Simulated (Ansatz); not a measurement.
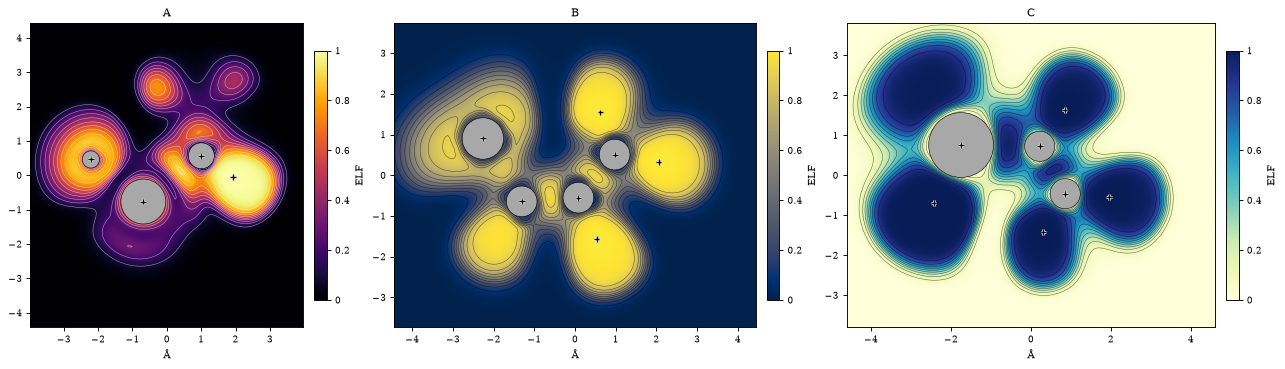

The ELF of 3 systems, each on a plane through atoms (crosses mark nuclei in the plane; grey discs cover the cores).

Computed with isolated molecule in a Gaussian basis; Kohn-Sham density functional theory, functional PBE0 in Ansatz.

System 1: C3H4Cl (SMILES [CH2-]/C=C\Cl) (charge −1), the plane of atoms C2, C1 and H6. Geometry: r2SCAN-D4/def2-SVPD; the highest occupied orbital lies above zero, a sign that basis and functional describe the outermost electron poorly.

```yaml
atoms:
  - { symbol: C, position_ang: [-2.0723, -0.1560, 1.8688] }
  - { symbol: C, position_ang: [-1.3848, 0.8388, 2.5387] }
  - { symbol: C, position_ang: [-0.1266, 0.8986, 3.1548] }
  - { symbol: Cl, position_ang: [1.0514, -0.4418, 2.7620] }
  - { symbol: H, position_ang: [-1.6150, -1.1291, 1.6706] }
  - { symbol: H, position_ang: [-3.1115, -0.0034, 1.5650] }
  - { symbol: H, position_ang: [-1.9284, 1.7897, 2.6855] }
  - { symbol: H, position_ang: [0.4233, 1.8430, 3.2070] }
```

System 2: C3H9FSn, the plane of atoms C2, Sn5 and F4. Geometry: PBE0-D3(BJ)/def2-SVP; core potentials replace the inner electrons of Sn.

```yaml
atoms:
  - { symbol: C, position_ang: [-0.6848, 2.1055, -1.8687] }
  - { symbol: C, position_ang: [-1.2182, 1.3197, -0.6778] }
  - { symbol: C, position_ang: [1.8939, -0.3643, -0.0229] }
  - { symbol: F, position_ang: [-0.2631, -1.3233, -2.2450] }
  - { symbol: Sn, position_ang: [-0.1954, -0.5584, -0.4451] }
  - { symbol: H, position_ang: [-1.2368, 3.0489, -2.0109] }
  - { symbol: H, position_ang: [0.3782, 2.3671, -1.7428] }
  - { symbol: H, position_ang: [-0.7689, 1.5252, -2.8002] }
  - { symbol: H, position_ang: [-1.1115, 1.8823, 0.2643] }
  - { symbol: H, position_ang: [-2.2897, 1.0920, -0.7921] }
  - { symbol: H, position_ang: [-0.9997, -1.7138, 0.5409] }
  - { symbol: H, position_ang: [2.3897, -1.3383, -0.1348] }
  - { symbol: H, position_ang: [2.3449, 0.3505, -0.7253] }
  - { symbol: H, position_ang: [2.0429, -0.0014, 1.0044] }
```

System 3: C2H4Al (doublet), the molecular plane. Geometry: B3LYP-D3(BJ)/def2-SVP.

```yaml
atoms:
  - { symbol: C, position_ang: [-1.3900, -0.2159, 0.2442] }
  - { symbol: C, position_ang: [-2.1258, -1.3019, 0.5471] }
  - { symbol: Al, position_ang: [-0.2536, -0.2404, -1.3594] }
  - { symbol: H, position_ang: [-1.4642, 0.6452, 0.9228] }
  - { symbol: H, position_ang: [-2.1113, -2.2055, -0.0764] }
  - { symbol: H, position_ang: [-2.7804, -1.3512, 1.4288] }
  - { symbol: H, position_ang: [-0.3128, -1.6147, -2.1950] }
```

Which map belongs to which system?

Answer. Panel A is system 2, C3H9FSn: the plane holds C, F, Sn and H. Sn–F (1.96 Å): the ELF peaks at about 0.80 in the valence shell of F, 0.6 Å from its nucleus, and drops to about 0.10 between the two atoms. Panel B is system 1, C3H4Cl: the plane holds C, Cl and H. C–C (1.38 Å): the ELF peaks at about 0.95 between the atoms, as expected for a covalent bond. Panel C is system 3, C2H4Al: the plane holds C, Al and H. C–C (1.35 Å): the ELF peaks at about 0.90 between the atoms, as expected for a covalent bond.
